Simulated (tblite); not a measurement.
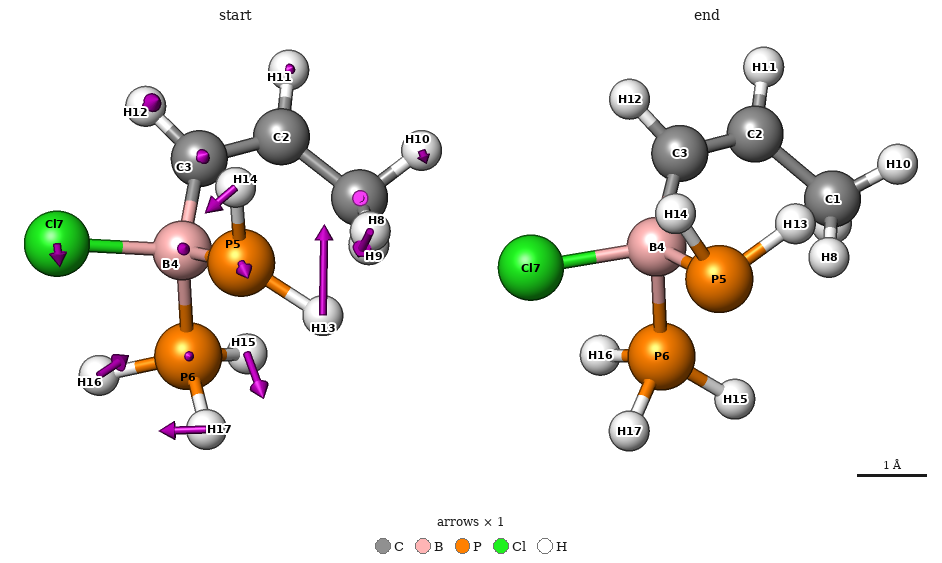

The structure of C3H10BClP2 before (left) and after (right) a relaxation, at one scale. The purple arrows give the displacements, at their true length.

Style: ball-and-stick. Shown from a free direction.

Theory: GFN2-xTB geometry optimisation, gas phase (tblite 0.8.0). 

Summarise the run.

H13 moves most after the best rigid fit: 1.34 Å. Largest moves by element: H 1.34 Å, Cl 0.36 Å, P 0.33 Å, C 0.29 Å, B 0.19 Å. Among the contacts that change: B4–P5 1.897 → 1.986 Å, B4–P6 1.873 → 1.962 Å, P6–H16 1.434 → 1.377 Å, C1–H10 1.145 → 1.089 Å. Bond angles that change, for instance: H13–P5–H14 117.0° → 92.2°, B4–P5–H14 117.1° → 95.5°, B4–P5–H13 117.0° → 97.1°. Groups turn about B4–P6 by about 35°, C1–C2 by about 20°. The energy falls by 186.5 kJ/mol in 138 geometry steps. Cost: 2 s on 1 thread of Arm Neoverse N1 (shared host).
